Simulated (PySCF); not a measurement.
## Electronic structure of C$_{3}$H$_{11}$BOSi in real space

```xyz
17

C    -0.8288    1.6198    0.3670
B    -0.7173    0.1882   -0.2986
C    -1.8838   -0.8561   -0.0863
C     0.5604   -0.2176   -1.0917
Si    1.8574   -0.8997    0.1409
O     2.1111    0.1254    1.3793
H    -1.8512    1.9904    0.4075
H    -0.2163    2.3841   -0.1088
H    -0.4953    1.5434    1.4033
H    -1.5509   -1.8895   -0.1580
H    -2.4024   -0.7317    0.8622
H    -2.6350   -0.7179   -0.8653
H     1.0269    0.6160   -1.6190
H     0.3791   -1.0006   -1.8256
H     1.4203   -2.1058    0.8323
H     3.1104   -1.1064   -0.5972
H     2.1084    1.0699    1.2482
```

Geometry: GFN2-xTB.

Computed with CAM-B3LYP/def2-SVPD, SCF density, gas phase in PySCF.

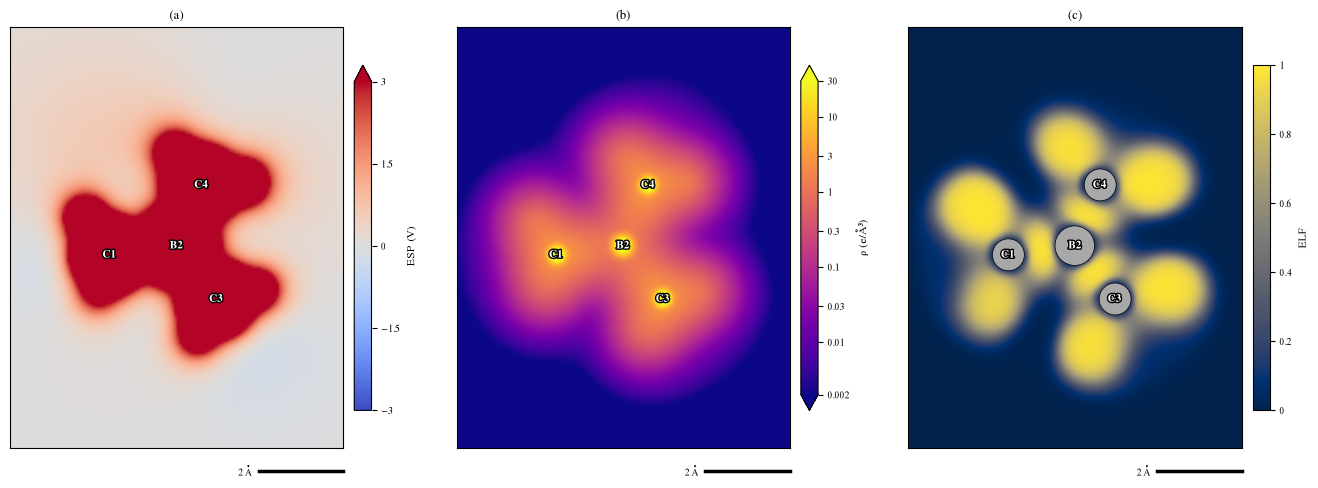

Figure 1. (a) electrostatic potential; (b) total electron density; (c) electron localisation function on the plane of atoms C1, B2 and C3. Grey discs cover the atomic cores in the ELF map.

### Describe what can be read from this map.

Atoms in the plane: C and B.
C–B (1.56 Å): ρ is about 1.4 e/Å³ halfway; the ELF peaks at about 0.95 between the atoms (a shared electron pair).
The potential has no marked negative region in this plane.

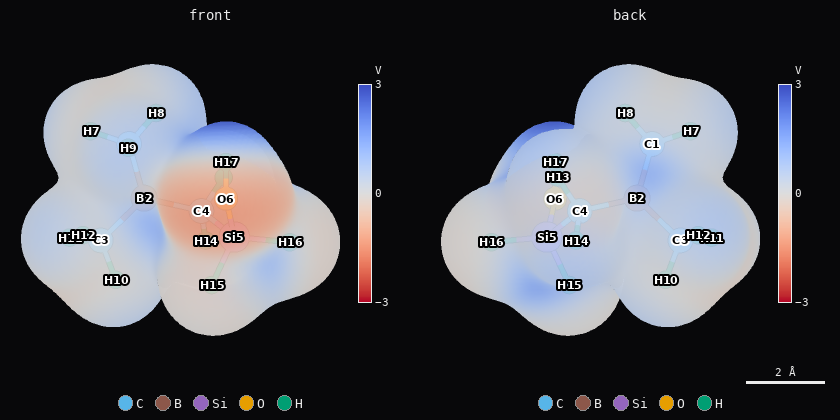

Figure 2. The electrostatic potential painted on the density surface at 0.002 e/bohr³, seen from the front and from behind; red is negative and blue positive.

### Which sites attract a positive test charge, and which a negative one?

A positive charge is drawn to the negative regions and a negative charge to the positive ones. The most negative region (about −1.4 V) lies over O6, the most positive (about +2.5 V) over H17. O6 is the likeliest acceptor of a hydrogen bond.
